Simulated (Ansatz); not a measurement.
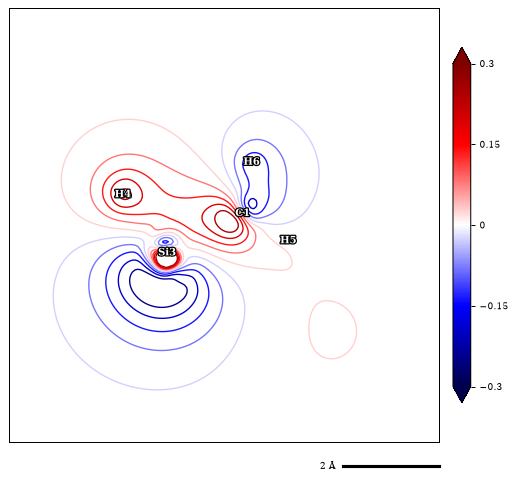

Figure. CH$_{5}$CaSi (charge −1). The HOMO−1 on the plane of atoms Si3, C1 and H5 (values in Å⁻³ᐟ²; the overall sign is arbitrary).

Geometry: r2SCAN-D4/def2-SVPD.

Theory: isolated molecule in a Gaussian basis; Kohn-Sham density functional theory, functional PBE0 in Ansatz.

```yaml
atoms:
  - { symbol: C, position_ang: [-0.4147, 1.6607, -0.4480] }
  - { symbol: Ca, position_ang: [-1.5949, 2.4326, 1.8954] }
  - { symbol: Si, position_ang: [-0.4381, 0.0736, 0.3618] }
  - { symbol: H, position_ang: [1.0252, -0.3530, 0.1554] }
  - { symbol: H, position_ang: [-1.3425, 2.2439, -0.6117] }
  - { symbol: H, position_ang: [0.4332, 2.1065, -0.9879] }
  - { symbol: H, position_ang: [-3.4466, 3.2002, 1.2797] }
  - { symbol: H, position_ang: [-0.6618, 3.1014, 3.6531] }
```

**Where does this orbital lie, and at what energy?**

It lies mainly on Si3 (about 35 %), Ca2 (about 20 %), H7 (about 15 %), H8 (about 15 %) and C1 (about 5 %). Its energy is −2.21 eV.
